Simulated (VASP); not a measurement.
## GaN: structure and properties in VASP

What structure and properties does AM05 give GaN, and how near are they to the measured ones? The steps: relaxing cell and atoms (AM05), second relaxation, single point with fields (AM05), band structure (AM05), density of states (AM05), vibrations at Γ (AM05), elastic constants (AM05), optical spectrum (AM05), core levels (AM05), band structure (AM05 + SOC), band structure (HSE06) and band structure (TB-mBJ). The start is a cell from a database of measured crystal structures.

Calculated with VASP 6.6.1; AM05; plane waves and PAW (Ga_d, N), in the first sound run; inputs show where later runs differ.

The experiments to compare with:

For GaN, wurtzite (bulk w-GaN, literature), “Vacancy defect in bulk and at (10overline10) surface of GaN: A combined first-principles theoretical and experimental analysis” (2017, arxiv:1710.05670) quotes earlier work: lattice constant a (a, Expt. column of Table I) 3.189 Å; lattice constant c (c, Expt. column of Table I) 5.186 Å.

For GaN, wurtzite (bulk crystal), “Studying electronic properties in GaN without electrical contacts using γ-γ vs e−-γ Perturbed Angular Correlations” (2019, pmc:6823545) quotes earlier work: band gap (direct gap at Gamma, earlier experiment) 3.503 ± 0.005 eV [Cited literature value; temperature and sample not stated].

“Temperature dependent photon emission spectra of free excitons in phonon field of GaN” (2005, arxiv:cond-mat/0501724) quotes from earlier work for GaN, wurtzite (literature value used as model input): static dielectric constant (low-frequency dielectric constant, quoted measured value) 8.9 [literature value used as a model input; the paper later calls it measured; direction and …].

For GaN, wurtzite ((0001) GaN substrate, no acoustic wave, 300 K), “Optical phonon modulation in semiconductors by surface acoustic waves” (2016, arxiv:1601.01883) gives, by Raman backscattering, 473 nm excitation: Raman mode (E2(high)) 570 cm⁻¹.

This is a report of a sequence of runs, with most program output left out.

The database entry behind the starting cell differs from later determinations by our own check (thin film, about 0.3 % long), so it need not match the best structure at ambient conditions.

## 1. Set-up

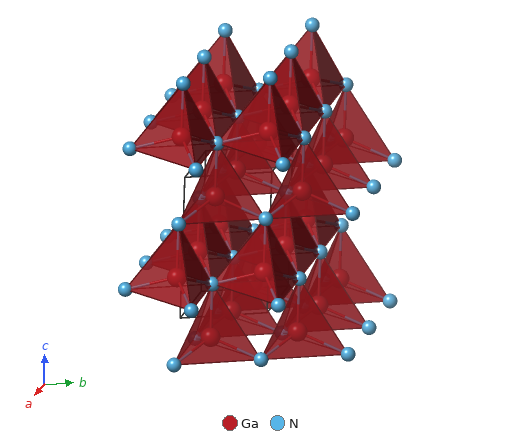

The cell as given, slightly off an axis (gallium red, nitrogen blue). 3×2×2 cells are drawn. Some periodic images of atoms are drawn too.

Coordinates:

```xyz
4
Lattice="3.1972 0.0000 0.0000 -1.5986 2.7689 0.0000 0.0000 0.0000 5.2070" Properties=species:S:1:pos:R:3 pbc="T T T"
Ga    1.5986    0.9230    3.0784
Ga    0.0000    1.8459    0.4749
N     1.5986    0.9230    5.0445
N     0.0000    1.8459    2.4410
```

## 2. Relaxing cell and atoms (AM05)

Properties are meant for the cell that this level of theory prefers, so cell and atoms are relaxed first (ISIF = 3) until forces and stress are small; EDIFFG sets the threshold. AM05 is built from the electron gas and the surface model, and does well on lattice constants.

Contents of INCAR:

```
SYSTEM = GaN
PREC = Accurate
ENCUT = 520
EDIFF = 1E-06
NELM = 100
ISMEAR = 0
SIGMA = 0.05
LREAL = .FALSE.
ALGO = Normal
GGA = AM
NBANDS = 24
LORBIT = 11
LWAVE = .FALSE.
LCHARG = .FALSE.
KPAR = 4
IBRION = 2
NSW = 60
ISIF = 3
EDIFFG = -0.01
```

Contents of POSCAR:

```
GaN
1.0
    3.1972000000      0.0000000000      0.0000000000
   -1.5986000000      2.7688564210      0.0000000000
    0.0000000000      0.0000000000      5.2070000000
Ga N
2 2
Direct
    0.6666666667      0.3333333333      0.5912000000
    0.3333333333      0.6666666667      0.0912000000
    0.6666666667      0.3333333333      0.9688000000
    0.3333333333      0.6666666667      0.4688000000
```

Contents of KPOINTS:

```
Automatic mesh
0
Gamma
8 8 5
0 0 0
```

Potentials, in the order of the species: Ga_d and N (PBE family, release 64).

On the command line:

```bash
mpirun -np 4 vasp_std
```

Elapsed: 47 s, on 4 MPI ranks of AMD EPYC 7R43, shared host; peak memory 0.56 GiB.

The gap is read on the k-mesh alone, so it is an upper bound where the band edges lie off the mesh. The PAW data sets were made with PBE, which is usual practice but a small mismatch for other functionals. The run keeps the 12 symmetry operations of its start, so it cannot find a distortion of lower symmetry.

Relaxation path:

```
step  energy less that of the first step (eV)  largest force (eV/Å)  pressure (GPa)  volume (Å³)
   1                                   0.0000                0.0442           -2.96        46.10
   2                                  -0.0014                0.0083            2.75        44.69
   3                                  -0.0071                0.0185            0.02        45.35
   4                                  -0.0071                0.0011           -0.09        45.35
   5                                  -0.0071                0.0016           -0.02        45.35
```

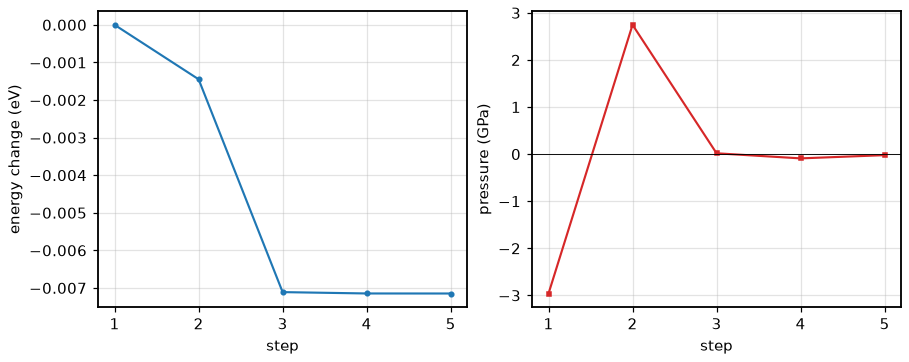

Energy and pressure along the relaxation.

```
conventional cell, symmetrised  before  after  change
                         a (Å)   3.197  3.180  -0.5 %
                         b (Å)   3.197  3.180  -0.5 %
                         c (Å)   5.207  5.177  -0.6 %
              volume (Å³/atom)   11.52  11.34  -1.6 %
```

Final coordinates:

```cif
data_structure
_symmetry_space_group_name_H-M 'P 1'
_symmetry_Int_Tables_number 1
_cell_length_a 3.1804
_cell_length_b 3.1804
_cell_length_c 5.1774
_cell_angle_alpha 90.000
_cell_angle_beta 90.000
_cell_angle_gamma 120.000
_cell_volume 45.35
loop_
_atom_site_label
_atom_site_type_symbol
_atom_site_fract_x
_atom_site_fract_y
_atom_site_fract_z
_atom_site_occupancy
Ga1 Ga 0.66667 0.33333 0.59159 1
Ga2 Ga 0.33333 0.66667 0.09159 1
N3 N 0.66667 0.33333 0.96841 1
N4 N 0.33333 0.66667 0.46841 1
```

This step gave:

- electrons: 36
- bands: 24
- irreducible k-points: 30
- symmetry operations: 12
- free energy (TOTEN): -25.39 eV
- Fermi energy: 5.602 eV
- pressure: -0.02150 GPa
- metallic: no
- valence top at k: 0, 0, 0
- conduction bottom at k: 0, 0, 0
- least direct gap at k: 0, 0, 0
- SCF cycles over all ionic steps: 41
- gap on the k-mesh: 2.015 eV
- least direct gap on the k-mesh: 2.015 eV

It ends with a largest force of 0.002 eV/Å and a pressure of -0.02 GPa. The volume lies -1.6 % from that of the database's start, which holds the thermal and zero-point expansion of its experiment.

## 3. Second relaxation

A relaxation keeps the plane waves of the cell it began with, so it is repeated from the new cell, on a basis made for it.

INCAR is that of step 2.

Contents of POSCAR:

```
GaN
1.0
    3.1804015281      0.0000000000      0.0000000000
   -1.5902007640      2.7543085176      0.0000000000
    0.0000000000      0.0000000000      5.1773553217
Ga N
2 2
Direct
    0.6666666667      0.3333333333      0.5915912693
    0.3333333333      0.6666666667      0.0915912693
    0.6666666667      0.3333333333      0.9684087307
    0.3333333333      0.6666666667      0.4684087307
```

KPOINTS is that of step 2.

On the command line:

```bash
mpirun -np 4 vasp_std
```

It took 16 s on 4 MPI ranks; peak memory 0.52 GiB; 48 s of CPU time.

Little changed from the start: no atom moved by 0.005 Å and no cell edge by 0.1 %.

This step gave:

```
Fermi energy                    : 5.603 eV
pressure                        : -0.01859 GPa
SCF cycles over all ionic steps : 15
gap on the k-mesh               : 2.016 eV
least direct gap on the k-mesh  : 2.016 eV
```

It ends with a largest force of 0.001 eV/Å and a pressure of -0.02 GPa. The volume moved by under 0.01 %: the run met its threshold at the first step.

## 4. Single point with fields (AM05)

The relaxed cell gets a fresh self-consistent run, on a basis set for its own volume, to fix the density and to check the remaining stress.

INCAR, as its differences from that of step 3:

```diff
@@ -13,7 +13,5 @@
 LWAVE = .FALSE.
-LCHARG = .FALSE.
-KPAR = 4
-IBRION = 2
-NSW = 60
-ISIF = 3
-EDIFFG = -0.01
+LCHARG = .TRUE.
+ISIF = 2
+LELF = .TRUE.
+LVHAR = .TRUE.
```

POSCAR is that of step 3.

KPOINTS is that of step 3.

On the command line:

```bash
mpirun -np 4 vasp_std
```

The job ended after 16 s (4 MPI ranks; peak memory 0.34 GiB; 48 s of CPU time).

This step gave:

| Property | Result |
| --- | --- |
| SCF cycles | 15 |

Valence electrons inside each PAW sphere by angular momentum. Sphere charges, by row:

```
atom  s (e)  p (e)  d (e)  tot (e)
 Ga1  0.792  0.915  10.19    11.89
 Ga2  0.792  0.915  10.19    11.89
  N3  1.216  2.517      0    3.733
  N4  1.216  2.517      0    3.733
```

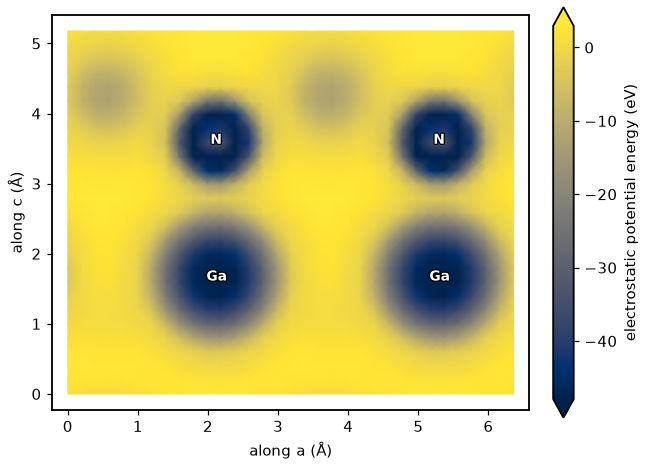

Electrostatic potential energy in the ac plane at fractional y = 0.333, with atoms of Ga and N within 0.2 Å of it. With pseudopotentials it is smooth inside the atoms' cores, unlike the true potential. The map starts off the cell's origin, so that atoms lie inside it.

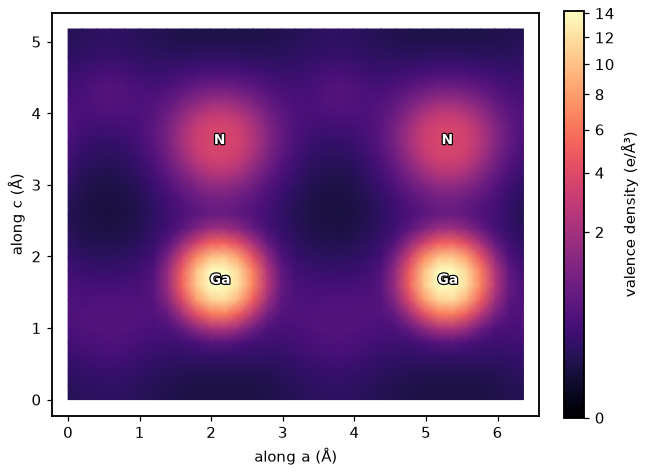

Valence density in the ac plane at fractional y = 0.333, with atoms of Ga and N within 0.2 Å of it. It is the smooth field of the valence electrons, not physical close to the nuclei. The map starts off the cell's origin, so that atoms lie inside it. The colour scale is stretched toward low values.

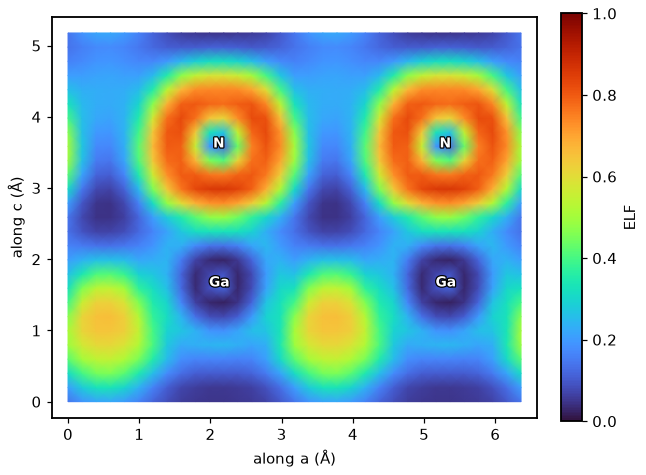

ELF in the ac plane at fractional y = 0.333, with atoms of Ga and N within 0.2 Å of it. It is the smooth field of the valence electrons, not physical close to the nuclei. The map starts off the cell's origin, so that atoms lie inside it.

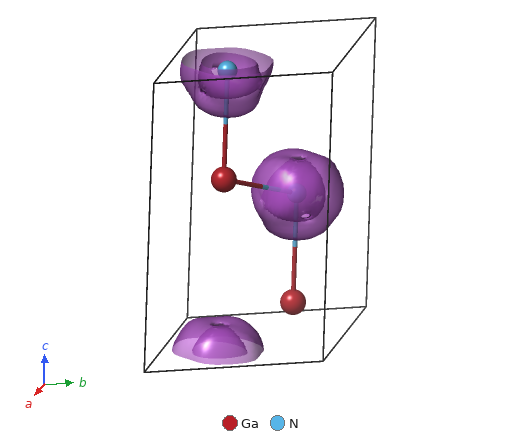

Surface of ELF = 0.78.

In this run the pressure is -0.02 GPa, small enough to go on.

## 5. Band structure (AM05)

The mesh alone shows little of the dispersion and can miss band extrema, so KPOINTS_OPT adds a path through the symmetry points after the self-consistent cycle.

Contents of INCAR:

```
SYSTEM = GaN
PREC = Accurate
ENCUT = 520
EDIFF = 1E-06
NELM = 100
ISMEAR = 0
SIGMA = 0.05
LREAL = .FALSE.
ALGO = Normal
GGA = AM
NBANDS = 32
LORBIT = 11
LWAVE = .FALSE.
LCHARG = .FALSE.
KPAR = 4
```

POSCAR is that of step 4.

KPOINTS is that of step 4.

Contents of KPOINTS_OPT:

```
Line mode
16
Line-mode
Reciprocal
  0.00000000   0.00000000   0.00000000 GAMMA
  0.50000000   0.00000000   0.00000000 M

  0.50000000   0.00000000   0.00000000 M
  0.33333333   0.33333333   0.00000000 K

  0.33333333   0.33333333   0.00000000 K
  0.00000000   0.00000000   0.00000000 GAMMA

  0.00000000   0.00000000   0.00000000 GAMMA
  0.00000000   0.00000000   0.50000000 A

  0.00000000   0.00000000   0.50000000 A
  0.50000000   0.00000000   0.50000000 L

  0.50000000   0.00000000   0.50000000 L
  0.33333333   0.33333333   0.50000000 H

  0.33333333   0.33333333   0.50000000 H
  0.00000000   0.00000000   0.50000000 A

  0.50000000   0.00000000   0.50000000 L
  0.50000000   0.00000000   0.00000000 M

  0.33333333   0.33333333   0.00000000 K
  0.33333333   0.33333333   0.50000000 H
```

On the command line:

```bash
mpirun -np 4 vasp_std
```

The job ended after 58 s (4 MPI ranks; peak memory 0.68 GiB; 3 min of CPU time).

Spin-orbit coupling is off here; it would split degenerate levels.

Numbers from this step:

```yaml
bands: 32
fermi_energy: 5.528 eV
pressure: -0.007078 GPa
least_gap_on_mesh_and_path: 2.015 eV
least_direct_gap_on_mesh_and_path: 2.015 eV
```

Electronic bands along the path, in eV, zero at the valence-band top; v1 is the highest filled band, c1 the lowest empty one:

```
    point     v4     v3     v2     v1    c1    c2    c3    c4
        Γ  -1.05  -0.04   0.00   0.00  2.02  4.28  9.21  9.86
        M  -4.27  -2.79  -2.25  -1.02  5.02  5.59  6.03  8.65
        K  -5.37  -3.03  -3.03  -2.77  5.10  7.86  7.86  8.41
        Γ  -1.05  -0.04   0.00   0.00  2.02  4.28  9.21  9.86
        A  -0.54  -0.54  -0.54  -0.54  4.31  4.31  8.45  8.45
        L  -1.98  -1.98  -1.92  -1.92  4.39  4.39  7.76  7.76
        H  -4.26  -4.26  -1.50  -1.50  6.42  6.42  7.30  7.30
        A  -0.54  -0.54  -0.54  -0.54  4.31  4.31  8.45  8.45
jump to L  -1.98  -1.98  -1.92  -1.92  4.39  4.39  7.76  7.76
        M  -4.27  -2.79  -2.25  -1.02  5.02  5.59  6.03  8.65
jump to K  -5.37  -3.03  -3.03  -2.77  5.10  7.86  7.86  8.41
        H  -4.26  -4.26  -1.50  -1.50  6.42  6.42  7.30  7.30
```

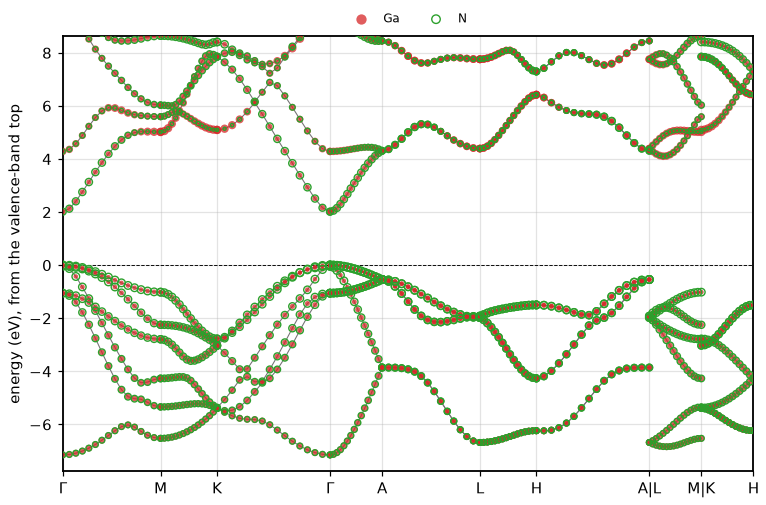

Electronic bands along the path; dots are coloured as in the legend, and their area grows with the weight.

The path finds the gap of the mesh within 0.02 eV, so the mesh comes close to both band edges.

## 6. Density of states (AM05)

Here the states are counted by energy and projected on the atoms. The mesh is finer than in the run before.

INCAR, as its differences from that of step 5:

```diff
@@ -5,3 +5,3 @@
 NELM = 100
-ISMEAR = 0
+ISMEAR = -5
 SIGMA = 0.05
@@ -15 +15,2 @@
 KPAR = 4
+NEDOS = 2001
```

POSCAR is that of step 5.

Contents of KPOINTS:

```
Automatic mesh
0
Gamma
12 12 7
0 0 0
```

On the command line:

```bash
mpirun -np 4 vasp_std
```

It took 39 s on 4 MPI ranks; peak memory 0.73 GiB.

Numbers from this step:

```
irreducible k-points           : 76
Fermi energy                   : 5.329 eV
pressure                       : -0.001388 GPa
gap on the k-mesh              : 2.015 eV
least direct gap on the k-mesh : 2.015 eV
```

The density of states has structure finer than the step of the table below, so its rows give means over 2 eV, whole bins alone (the curve runs from -12.0 to 9.91 eV). Peaks (eV: height): total -11.3: 3.43, -1.5: 5.31, 8.2: 4.85, 9.8: 3.47; N p -6.0: 0.800, -1.5: 2.74, 8.2: 1.38; Ga p -1.5: 0.822, 5.4: 0.305, 8.2: 0.541, 9.8: 0.932; Ga d -11.3: 1.73, -1.5: 0.349, 8.2: 0.314; Ga s -6.0: 0.952, 5.9: 0.314, 7.6: 0.581, 8.2: 1.07.

States under -12.0 eV and over 9.9 eV are left out. Table of density of states by energy, zero at the valence-band top; means over each step; values in states/eV/cell:

```
energy (eV)    total      N p    Ga p    Ga d     Ga s      N s
        -10        0        0       0       0        0        0
         -8  0.00171   4.3e-4  1.9e-4  1.8e-5   4.1e-4   1.8e-5
         -6     1.46    0.401  0.0935  0.0545    0.429   0.0468
         -4     1.34    0.469   0.207  0.0683    0.121   0.0458
         -2     2.66     1.27   0.426   0.170   0.0516   0.0207
          0    0.535    0.303  0.0536  0.0547  0.00177  0.00126
          2   0.0122  0.00174  2.8e-4  7.2e-5  0.00234  0.00342
          4    0.584   0.0787  0.0711  0.0216   0.0890   0.0907
          6     1.51    0.232   0.201   0.106    0.226    0.119
          8     1.91    0.489   0.241   0.139    0.365   0.0276
```

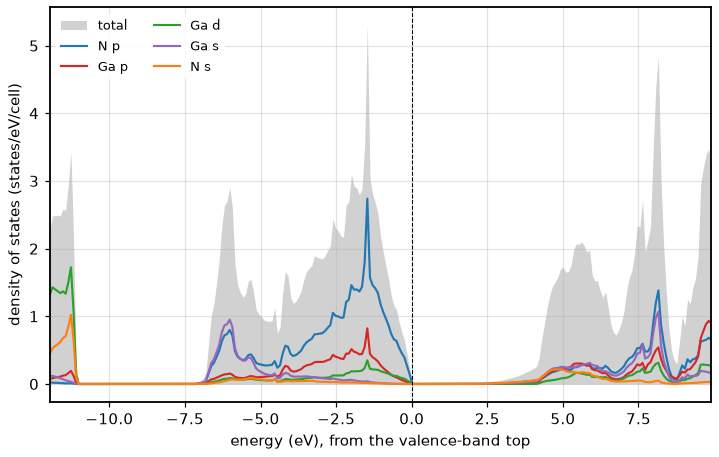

Density of states, plotted against energy.

The gap on this mesh is 2.02 eV. In the top eV of the valence band the largest shares in the PAW spheres are N p 57 %, Ga d 10 % and Ga p 10 %; in the lowest eV of the conduction band, N s 28 %, Ga s 19 % and N p 15 %. The rest lies in smaller channels or between the spheres.

## 7. Vibrations at Γ (AM05)

Zone-centre modes test whether the atoms sit at a minimum within this cell. IBRION = 8 takes the force constants from linear response, which needs tightly converged orbitals.

Contents of INCAR:

```
SYSTEM = GaN
PREC = Accurate
ENCUT = 520
EDIFF = 1E-08
NELM = 100
ISMEAR = 0
SIGMA = 0.05
LREAL = .FALSE.
ALGO = Normal
GGA = AM
NBANDS = 24
LORBIT = 11
LWAVE = .FALSE.
LCHARG = .FALSE.
KPAR = 4
IBRION = 8
LEPSILON = .TRUE.
ISIF = 2
```

POSCAR is that of step 6.

Contents of KPOINTS:

```
Automatic mesh
0
Gamma
16 16 9
0 0 0
```

On the command line:

```bash
mpirun -np 4 vasp_std
```

It took 36 min on 4 MPI ranks; peak memory 8.9 GiB; 1.9 h of CPU time.

Energies printed during the response cycles are not total energies of the cell.

Numbers from this step:

| Property | Result |
| --- | --- |
| bands | 24 |
| irreducible k-points | 150 |
| pressure of the cell | -0.02081 GPa |
| largest force of the cell | 6.60e-4 eV/Å |
| Fermi energy | 5.571 eV |

Electronic dielectric tensor with local fields:

```
5.66 0.00 0.00
0.00 5.66 0.00
0.00 0.00 5.84
```

Ionic part of the static dielectric tensor:

```
4.37 0.00 0.00
0.00 4.37 0.00
0.00 0.00 5.29
```

Born effective charge (e), principal values of the symmetric part by kind of site:

```
atom  atoms with these values    low  middle   high   mean
 Ga1                        2   2.60    2.60   2.74   2.65
  N3                        2  -2.74   -2.60  -2.60  -2.65
```

In full for Ga1:

```
2.60 0.00 0.00
0.00 2.60 0.00
0.00 0.00 2.74
```

Infrared lines, with heights relative to the strongest:

```
position (cm⁻¹)  lines merged  squared mode dipole, relative
            138             2                            0.0
            327             1                            0.0
            515             1                             55
            537             2                            100
            547             2                            0.0
            678             1                            0.0
```

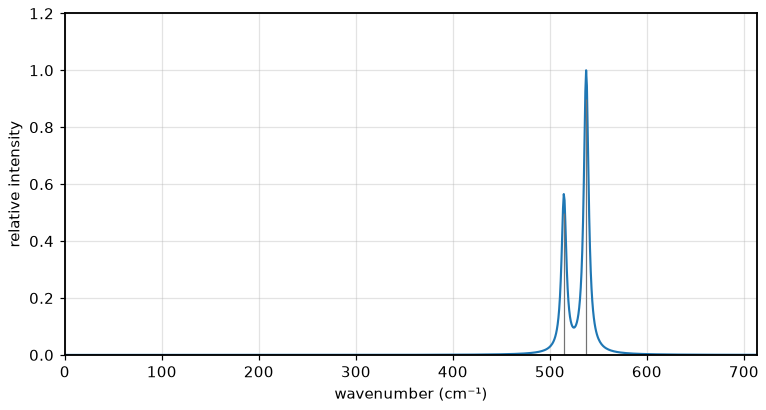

The infrared spectrum, broadened with Lorentzians of width 6 cm⁻¹; bars mark the lines.

Transverse limit, no LO-TO splitting. The modes at Γ (shares of kinetic energy by element, %):

```
mode  frequency (cm⁻¹)  symmetry      IR  Ga %  N %
   1              -0.2  acoustic  2.9e-7    83   17
   2              -0.2  acoustic  2.9e-7    83   17
   3              -0.1  acoustic  1.3e-8    83   17
   4             137.6        E2       0    88   12
   5             137.6        E2       0    88   12
   6             327.3         B       0   100    0
   7             514.5        A1     1.3    17   83
   8             537.5        E1     1.2    17   83
   9             537.5        E1     1.2    17   83
  10             547.0        E2       0    12   88
  11             547.0        E2       0    12   88
  12             677.6         B       0     0  100
```

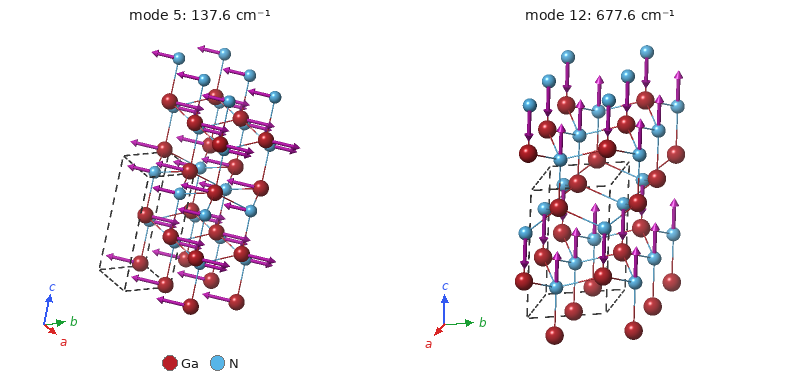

Displacement patterns of modes 5 and 12 at Γ; arrows are exaggerated. 3×2×2 cells are drawn.

Piezoelectric tensor, ionic part (C/m²), by row:

```
field       xx       yy     zz  xy     yz       zx
    x        0        0      0   0      0  -0.7436
    y        0        0      0   0  -0.72        0
    z  -0.8471  -0.8471  1.621   0      0        0
```

Piezoelectric tensor with clamped ions (C/m²), by row:

```
field     xx     yy      zz  xy      yz      zx
    x      0      0       0   0       0  0.5526
    y      0      0       0   0  0.5526       0
    z  0.505  0.505  -1.025   0       0       0
```

The Born charges sum to zero; the printed set may have that rule imposed, so this is no test. Born charges and mode vectors give each infrared mode its dipole; summed over the modes, dipole squared over frequency squared adds 4.68 to the electronic 5.72, for a mean static constant of 10.4. By the characters of their eigenvectors the optical modes sort into (cm⁻¹) Raman active: E2 138, A1 515, E1 537, E2 547; infrared active: A1 515, E1 537; silent: B 327, B 678. B labels carry no number here, since it depends on the setting of the axes.

[end of part 1 of 2]

[Lines on the potential files, build, host, timing and source positions are cut from VASP's logs without a mark.]

[Logs are printed without paths, hosts, clocks, repeated set-up lines and the standing remarks that a program may print on its own settings, such as how far it seeks lower states.]

[Hosts, paths, dates, database ids (printed as entryN), source tags and the programs' standing remarks are cut or masked in the printed files.]

[Measured values are set beside computed ones only where the two were judged alike; some that the calculation misses by far are left out.]
